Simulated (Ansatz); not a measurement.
The cell whose phonons are given is a generated cell of HfO2: the first start was made by placing the elements on the sites of a structure type, and the end was not matched to a known phase here, so it may be hypothetical. Known forms of HfO2 include space group No. 14, 29, 137, 225.

Phonons of a relaxed structure of HfO$_{2}$ by density-functional perturbation theory (low response-accuracy setting, no LO–TO term) at the zone centre. These are PBEsol (plane waves to 420 eV, PAW, scalar-relativistic; Ansatz, an electronic-structure program) values and carry that method's errors. Γ-centred k-mesh 6×6×6, Fermi–Dirac smearing 0.05 eV.

```cif
data_Hf4O8
_chemical_formula_sum 'Hf4 O8'
_space_group_name_H-M_alt 'Pa-3'
_space_group_IT_number 205
_space_group_name_Hall '-P 2ac 2ab 3'
_cell_length_a 5.14798
_cell_length_b 5.14798
_cell_length_c 5.14798
_cell_angle_alpha 90.000
_cell_angle_beta 90.000
_cell_angle_gamma 90.000
loop_
_atom_site_label
_atom_site_type_symbol
_atom_site_symmetry_multiplicity
_atom_site_Wyckoff_symbol
_atom_site_fract_x
_atom_site_fract_y
_atom_site_fract_z
_atom_site_occupancy
Hf1 Hf 4 a 0.00000 0.00000 0.00000 1
O1 O 8 c 0.33176 0.33176 0.33176 1
```

Space group Pa-3 (No. 205).

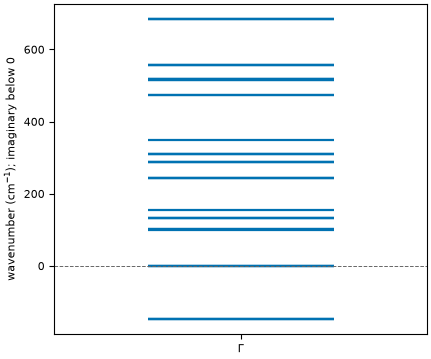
Figure: Phonon wavenumbers at the sampled wavevectors

Problem. Is the structure stable at these points, and where is the highest mode?

Solution. No: levels below zero, imaginary modes, appear at Γ, down to about 150i cm⁻¹. The highest mode lies near 685 cm⁻¹.

```json
[
 {"q": "Γ", "wavenumbers (cm⁻¹; i marks imaginary)": "147i (×3), 0 (×3), 99, 103 (×2), 133 (×3), 156, 243 (×3), 287 (×3), 311 (×3), 350, 474 (×2), 515 (×2), 518 (×3), 558 (×3), 686 (×3)"}
]
```

Problem. The atoms are displaced along the most unstable mode at Γ (one member of a degenerate set) (largest move 0.15 Å) and cell and atoms are relaxed. What results?

Solution. The pattern moves Hf by 0.30, O by 1.00 (largest amplitude of each element, relative to the largest of all) and lowers the symmetry to Pca2₁ (No. 29) in a cell of 12 atoms. On relaxation it does not go back: it reaches Pca2₁ (No. 29), 138 meV/atom below the parent; volume -3.0 %; gap 3.82 → 4.36 eV (no spin-orbit coupling). The new group is polar.

Space group Pca2₁ (No. 29); a = 5.2288 Å, b = 5.0181 Å, c = 5.0423 Å, α = β = γ = 90.00°

```json
[
 {"atom": "Hf", "site": "4a", "symmetry": "1", "x": "0.5329", "y": "0.2324", "z": "0.0268"},
 {"atom": "O", "site": "4a", "symmetry": "1", "x": "0.3680", "y": "0.5717", "z": "0.1644"},
 {"atom": "O", "site": "4a", "symmetry": "1", "x": "0.2340", "y": "0.0403", "z": "0.2753"}
]
```

No spin polarisation in the result.
